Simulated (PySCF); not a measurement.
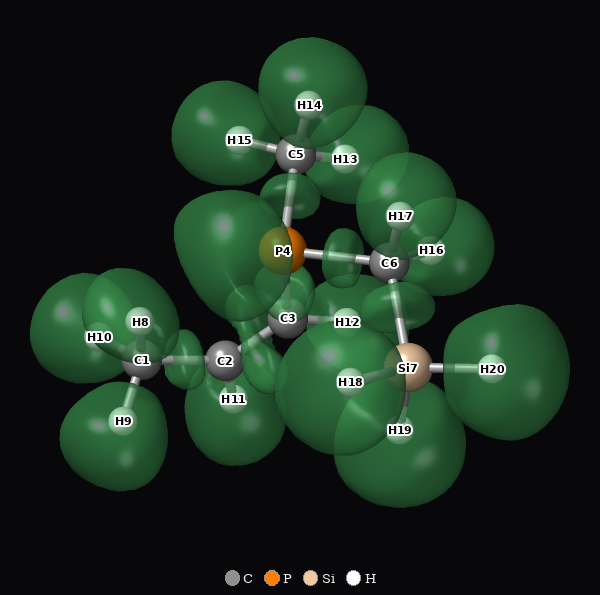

The picture shows: C₅H₁₃PSi (SMILES C/C=C\P(C)C[SiH3]). Isosurface of the ELF at 0.8 (green), seen at a tilt. Only the valence region is drawn (cores and ρ < 0.01 e/Å³ removed).

Geometry: GFN2-xTB.

Level of theory: PBE0/pcSseg-1, SCF density, gas phase, non-relativistic in PySCF 2.14.0.

Input file:

```
{"job": {"kind": "nmr", "xc": "PBE0", "basis": "pcSseg-1"}, "charge": 0, "multiplicity": 1}
C     -2.373723    -1.629315     0.147134
C     -1.630546    -0.963403    -0.957411
C     -0.636798    -0.101270    -0.796137
P      0.009864     0.434552     0.823119
C     -0.607714     2.185435     0.725632
C      1.758840     0.750189     0.298525
Si     2.687179    -0.867010    -0.076163
H     -1.955112    -1.341383     1.109464
H     -2.321420    -2.712473     0.038841
H     -3.426033    -1.345546     0.116311
H     -1.960280    -1.221179    -1.958735
H     -0.152084     0.341144    -1.661555
H     -0.388466     2.624980    -0.247377
H     -0.131294     2.773436     1.508466
H     -1.683912     2.191431     0.890984
H      1.765744     1.422507    -0.563043
H      2.247568     1.269907     1.126149
H      2.616692    -1.748885     1.087152
H      2.094209    -1.528351    -1.241049
H      4.082138    -0.524090    -0.373344
```

Run with:

```sh
OMP_NUM_THREADS=1 python probes_run.py task.json out
```

Q: What do the ELF domains correspond to?

A: The ELF exceeds this value in two regions between bonded C–C atoms (shared pairs), three regions between bonded C–P atoms (shared pairs), one region between bonded C–Si atoms (shared pairs), 13 regions around hydrogen nuclei and one lobe on P, pointing away from the bonds (lone pairs).

Values along the shortest contacts:
C–C (1.33 Å): the ELF peaks at about 0.90 between the atoms (a short, multiple covalent bond). C–P (1.82 Å): the ELF peaks at about 0.95 between the atoms: localised, covalent bonding.
